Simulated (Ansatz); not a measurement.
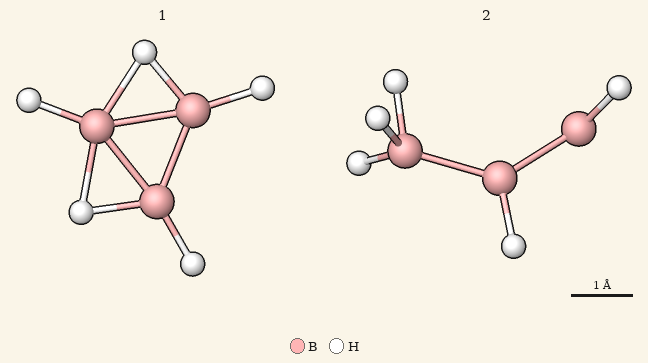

Two geometries of B₃H₅, drawn at one scale. One is the start of a relaxation, the other its converged end. The picture is a ball-and-stick view, seen face on.

The calculation used RKS PBE-D4/def2-SVP (Ansatz 0.2.0). (force threshold 0.03 eV/Å; at most 250 steps)

**Which of the two is the end point?**

Structure 1 is the relaxed one. It is one of the separated reactants of a reaction. After 22 geometry steps the energy has fallen by 545.1 kJ/mol. Largest force component: 2.9 eV/Å at the start, 0.0056 eV/Å at the end. The atom that moves furthest after the best rigid fit is an H atom (1.37 Å). By element the largest moves are H 1.37 Å, B 1.23 Å. Some distances before and after: B–H 3.181 → 1.260 Å, B–B 2.947 → 1.604 Å, B–H 2.472 → 1.260 Å, B–H 1.150 → 1.452 Å. New bonds form, among them: B–B (2.95 → 1.60 Å), B–H (3.18 → 1.26 Å). Bond angles that change, for instance: B–B–H 121.5° → 48.4°, B–B–B 130.2° → 59.7°, H–B–H 96.0° → 157.5°. Groups turn about B–B by about 90°. Cost: 29 s on 2 threads of Intel Xeon Platinum 8259CL @ 2.50GHz, with other jobs on the host.
